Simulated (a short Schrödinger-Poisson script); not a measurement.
Stack: symmetric double-gate stack, SiO2 on p-type GaN, at 77 K.

```
layer  material  thickness (nm)  Na (cm⁻³)
-----  --------  --------------  ---------
1          SiO2             4.8          -
2           GaN               2       6e16
3          SiO2             4.8          -
```

Constants are typed, rounded textbook-type inputs, not results; the design itself was drawn at random and stands for no fabricated device. SiO2: permittivity 3.9, conduction-band edge (eV) 3.2, gap (eV) 9, electron mass (mₑ) 0.5. GaN: permittivity 9.5, conduction-band edge (eV) 0, gap (eV) 3.43, Nv at 300 K (cm⁻³) 4.6e19.

Channel valleys (confinement mass, in-plane density-of-states mass, number): Γ 0.2, 0.2, 1. At the gates, both at one voltage, the conduction-band edge of layer 1 lies 3.62 eV − eVg above the Fermi level of the channel. Gaps are held at their typed values at every temperature. Mesh 0.03 nm at interfaces.

Solved with a short Schrödinger-Poisson script written for these runs: 1D Poisson equation in equilibrium, electrons quantum, Hartree (BenDaniel-Duke, 12 states a valley, the channel's in-plane mass for all, wave functions free to enter the dielectric), parabolic valleys, classical holes, full ionisation, no traps, pinning or gate leakage.

Only gate voltages with over 1e8 electrons/cm² are shown.

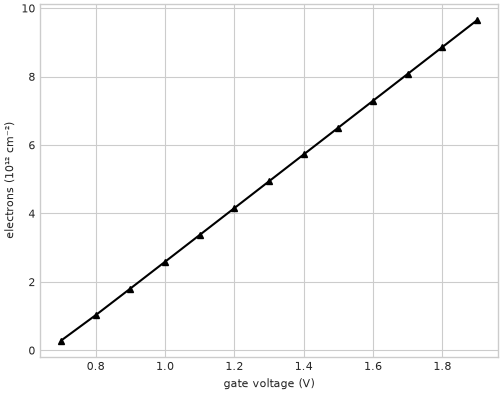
Sheet density against gate voltage

| Vg (V) | electrons (cm⁻²) | C (μF/cm²) | Γ E0 (meV) | Γ E1 (meV) |
|---|---|---|---|---|
| 0.7 | 2.83e11 | 1.10 | 2.7 | 776.6 |
| 0.8 | 1.03e12 | 1.24 | -11.2 | 761.5 |
| 0.9 | 1.81e12 | 1.25 | -21.4 | 750.1 |
| 1 | 2.59e12 | 1.26 | -30.9 | 739.2 |
| 1.1 | 3.37e12 | 1.26 | -40.4 | 728.5 |
| 1.2 | 4.16e12 | 1.26 | -49.8 | 717.9 |
| 1.3 | 4.94e12 | 1.26 | -59.1 | 707.2 |
| 1.4 | 5.73e12 | 1.26 | -68.5 | 696.5 |
| 1.5 | 6.51e12 | 1.26 | -77.9 | 685.9 |
| 1.6 | 7.30e12 | 1.26 | -87.3 | 675.2 |
| 1.7 | 8.08e12 | 1.26 | -96.7 | 664.5 |
| 1.8 | 8.86e12 | 1.26 | -106.1 | 653.9 |
| 1.9 | 9.65e12 | 1.26 | -115.5 | 643.2 |

Subbands count from the Fermi level. The capacitance is that of both gates.

In real p-type GaN the Mg acceptor is only partly ionised, and so wide a gap doesn't supply an inversion layer without source and drain.
